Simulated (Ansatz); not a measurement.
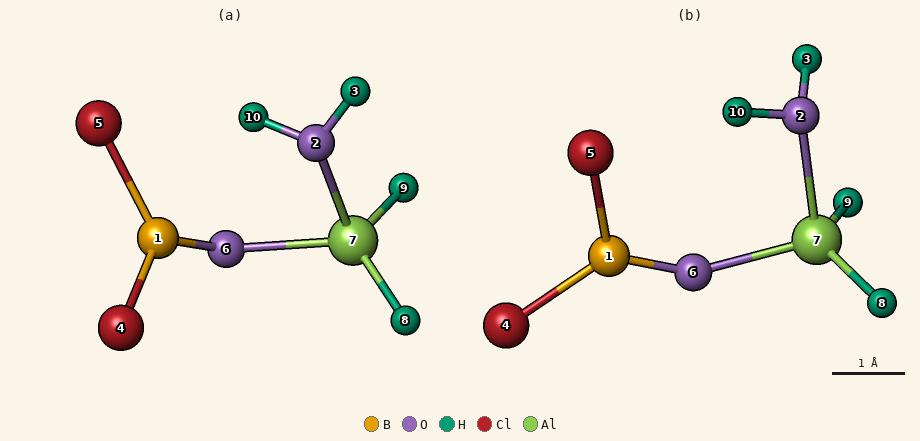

The structure of AlBH₄O₂Cl₂ before (left) and after (right) a relaxation, at one scale.

A ball-and-stick model, seen at a tilt.

The run prepares an end point of a later path (reaction) calculation, from a guessed geometry.

Level of theory: RKS PBE0/def2-SVP (Ansatz). Set-up: no spin polarisation; force threshold 0.03 eV/Å; at most 50 steps.

Describe what moved and what it gained.

After 17 accepted moves (18 points after the start) the energy has fallen by 52.8 kJ/mol. The largest force component goes from 1.6 to 0.026 eV/Å. The line search rejected the trial step at point 17 of the run. The largest move after the best rigid fit is that of Cl4, 1.72 Å. By element the largest moves are Cl 1.72 Å, H 1.18 Å, O 0.59 Å, B 0.28 Å, Al 0.23 Å. Some distances before and after: B1–O6 1.343 → 1.298 Å, B1–Cl5 1.807 → 1.832 Å, O2–H10 0.992 → 0.986 Å, Al7–H9 1.584 → 1.590 Å. Bond angles that change, for instance: B1–O6–Al7 129.4° → 148.3°, O2–Al7–O6 81.3° → 95.0°, H3–O2–Al7 127.1° → 115.8°. Groups turn about B1–O6 by about 95°, O2–Al7 by about 45°, O6–Al7 by about 25°.
